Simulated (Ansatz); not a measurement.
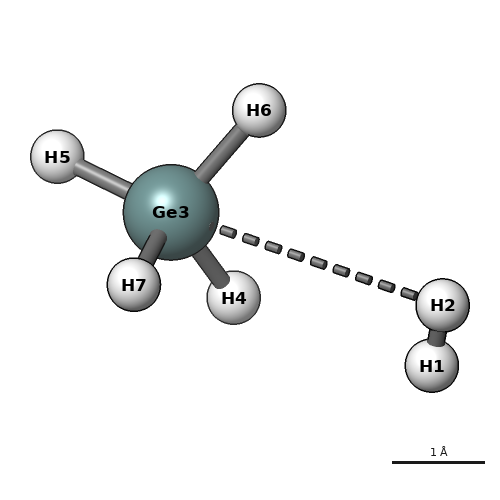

Two molecules or ions; the broken line marks their closest contact (measured against van der Waals radii). The computed structure is the end point of a PBE0-D4/def2-TZVP optimisation. No frequency run is at hand to confirm it as a minimum. Program: Ansatz 0.2.0.

Question: Which two species are they?

Answer: H2 and GeH4 (`[GeH4].[H][H]`).

Question: How long is the contact?

Answer: H2···Ge3 is 3.55 Å.

Give the counterpoise-corrected interaction energy (kJ/mol, monomers kept as in the pair) with ωB97M-V/def2-TZVPPD; r2SCAN-D4/def2-TZVPPD.

```tsv
level	interaction energy (kJ/mol)
ωB97M-V/def2-TZVPPD	−1.4
r2SCAN-D4/def2-TZVPPD	−0.7
```
